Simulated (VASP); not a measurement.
Band structure of ZrC (rock salt). Level of theory: PBE GGA, VASP's PBE PAW potentials (set 64) (plane waves; VASP).

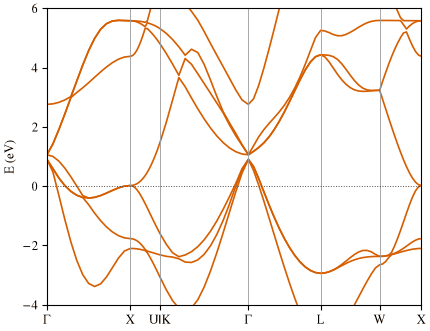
Figure. Bands along high-symmetry lines, zero at the valence-band maximum or, without a gap, the Fermi level

Problem. Read the plot: is there a gap, and where are the band edges?

Solution. It has no gap at this level: it comes out as a metal or semimetal. (Edges off the drawn lines would not show.)

The compound is ZrC in the rock salt structure. It was relaxed first.
